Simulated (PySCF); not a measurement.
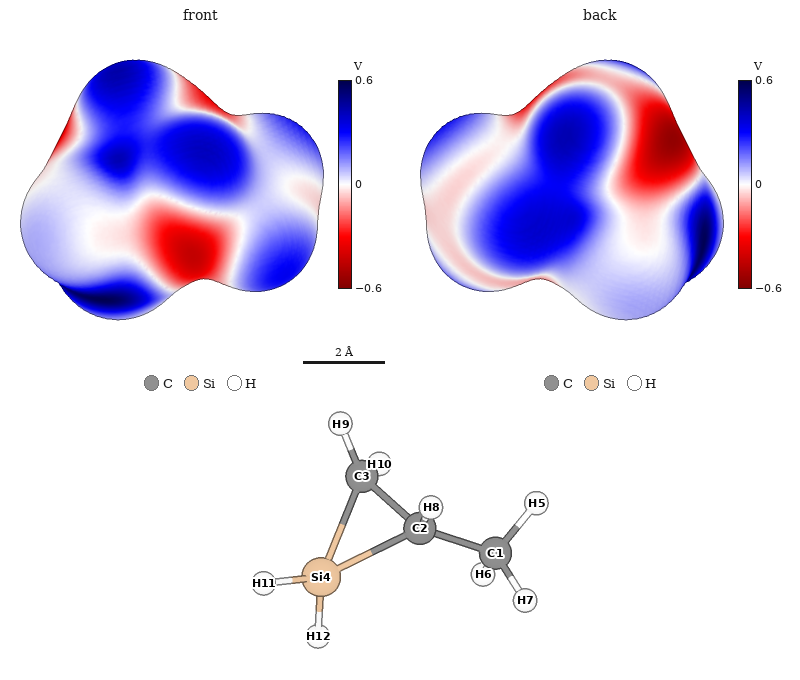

*C3H8Si (SMILES C[C@H]1C[SiH2]1). The electrostatic potential painted on the density surface at 0.001 e/bohr³, seen from the front and from behind; the colour scale runs from red (negative) to blue (positive). The bare structure is drawn below in the same view.*

Geometry: GFN2-xTB.

All numbers below come from PBE0/pcSseg-1, SCF density, gas phase, non-relativistic in PySCF.

```csv
atom,x (Å),y (Å),z (Å)
C,1.3732,-0.6968,-0.0762
C,0.2688,0.1621,0.4893
C,-0.4769,1.0792,-0.4906
Si,-1.5582,-0.2617,0.2663
H,2.2517,-0.0913,-0.3054
H,1.0498,-1.1845,-0.9936
H,1.6698,-1.4668,0.6347
H,0.5679,0.6516,1.4110
H,-0.5870,2.1128,-0.1926
H,-0.1692,0.9985,-1.5244
H,-2.4914,0.1010,1.3169
H,-1.8972,-1.4048,-0.5616
```

Question: Describe the electrostatic potential map.

Answer: The most negative region (about −0.5 V) lies over C3, the most positive (about +0.6 V) over Si4.

Question: How polar is the molecule by this calculation?

Answer: Its dipole moment is 0.14 D.
